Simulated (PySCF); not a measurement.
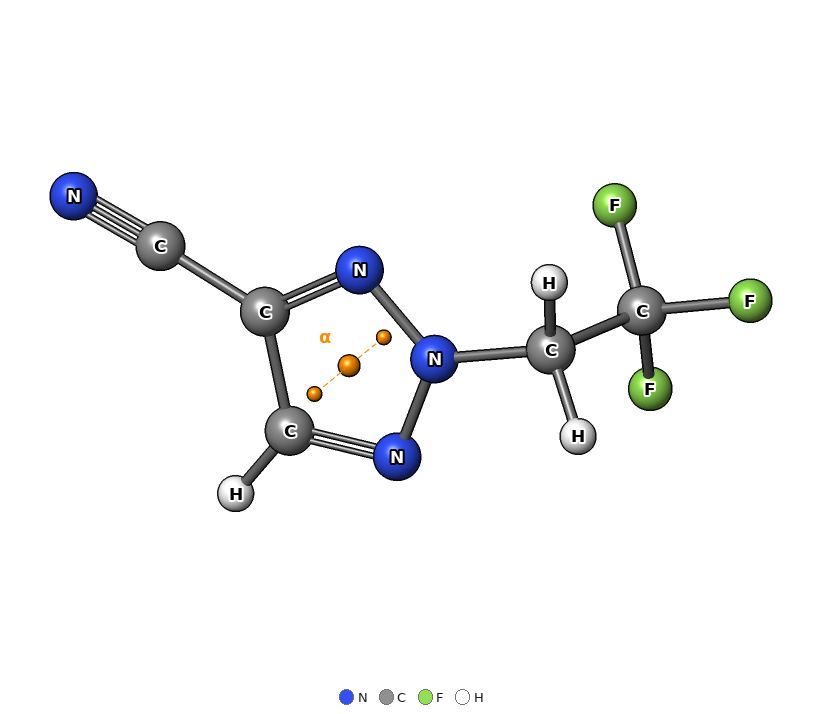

The small points mark where nucleus-independent chemical shifts (NICS) were computed: at the centre of each lettered ring and 1 Å above and below it. The geometry was computed by an optimisation with GFN2-xTB. No frequency run is at hand to confirm it as a minimum. Level of theory: GIAO PBE0/pcSseg-1 NMR shielding, non-relativistic, gas phase (PySCF 2.14.0).

Give NICS(0), NICS(1) and the out-of-plane component NICS(1)zz for each ring (means of the two sides).

| ring | members | NICS(0) | NICS(1) | NICS(1)zz |
| --- | --- | --- | --- | --- |
| α | C2N3 | −14.1 | −13.4 | −32.6 |

Values in ppm.

Question: What do the values say about the ring currents?

Answer: Ring α: diatropic, as in an aromatic ring. NICS is one index among several.
